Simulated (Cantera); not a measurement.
Charge: 1 mol SiO2, a varied amount of H2, 0.9 mol H2O, at 1850 K and 6.70 mbar.

Method: chemical equilibrium by Gibbs-energy minimisation in Cantera with the NASA 1993 tables (ideal gas, pure condensed phases). Candidate condensed phases: H2O, Si, SiO2; 18 gas species. The tables hold silica as quartz up to 1696 K and as liquid above; real silica turns to tridymite and cristobalite and melts near 1996 K. Rates play no part.

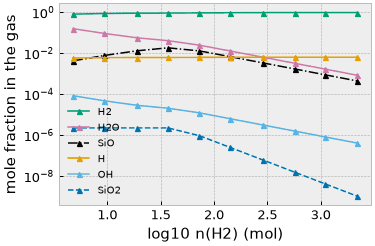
Equilibrium gas composition (values under 1e-9 drawn at 1e-9)

From 4.8 mol H2 to 37 mol H2 the condensed part is SiO2(condensed). From 73 mol H2 to 2200 mol H2 nothing is condensed. The main Si-bearing gas is SiO throughout.
